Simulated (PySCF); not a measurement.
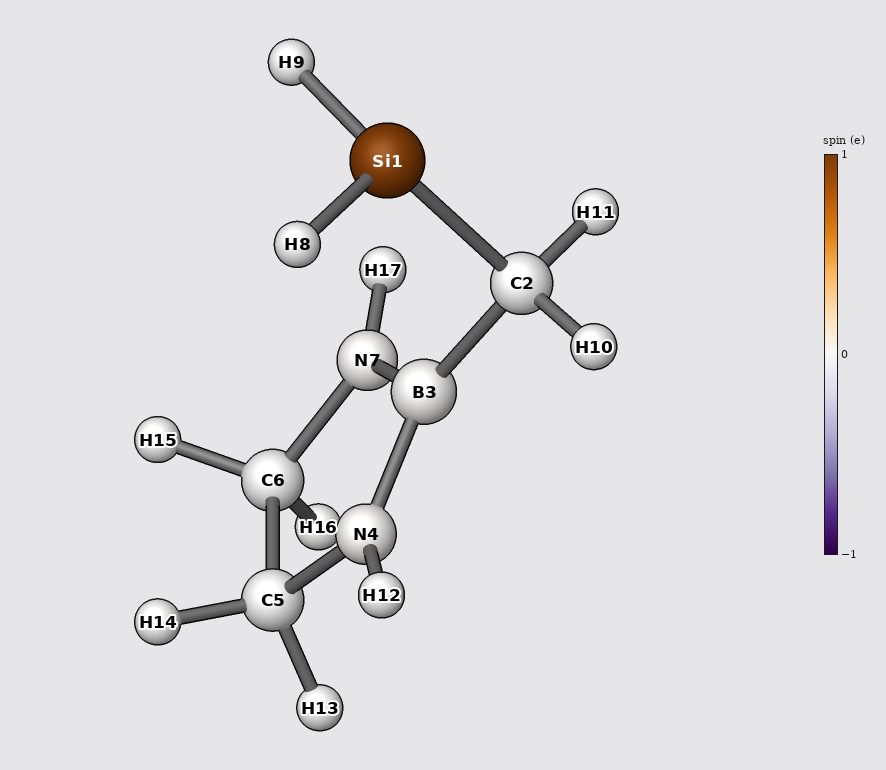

Atoms are coloured by their Mulliken spin populations. The species is neutral and a spin doublet. Computed geometry: GFN2-xTB optimisation. No frequency run is at hand to confirm it as a minimum. Method: UKS B3LYP, pcH-1 on B C H N Si, non-relativistic (PySCF 2.14.0).

Give the Mulliken spin populations atom by atom.

| atom | value (e) |
| --- | --- |
| Si1 | 0.98 |
| C2 | 0.00 |
| B3 | 0.01 |
| N4 | 0.01 |
| C5 | 0.00 |
| C6 | 0.00 |
| N7 | 0.01 |
| H8 | 0.00 |
| H9 | 0.00 |
| H10 | 0.00 |
| H11 | 0.00 |
| H12 | 0.00 |
| H13 | 0.00 |
| H14 | 0.00 |
| H15 | 0.00 |
| H16 | 0.00 |
| H17 | 0.00 |

Mulliken values depend strongly on the basis set. The geometry is semi-empirical. Around B, Si such bond lengths and angles can be off by a tenth of an ångström or more and by several degrees, and values that hang on the shape move with them.
